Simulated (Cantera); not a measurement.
A closed system holds: 1 mol CuO, 2.9 mol C, 0.86 mol H2, 0.77 mol CH4, at 740 Pa.

Equilibrium computed with Cantera from the NASA thermochemical tables; the gas is ideal and each condensed phase is pure. Candidate condensed phases: C, C6H6, C7H8, C8H18, Cu, CuO, Cu(OH)2, Cu2O, H2O; 113 gas species. Rates play no part.

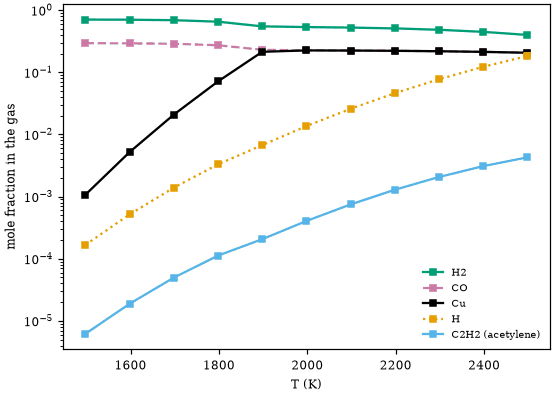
Figure: Equilibrium gas composition (values under 1e-9 drawn at 1e-9)

Read off the mole fractions at 2098 K.

H2 about 0.52, CO about 0.22, Cu about 0.22, H about 0.026, C2H2 (acetylene) about 0.00075.
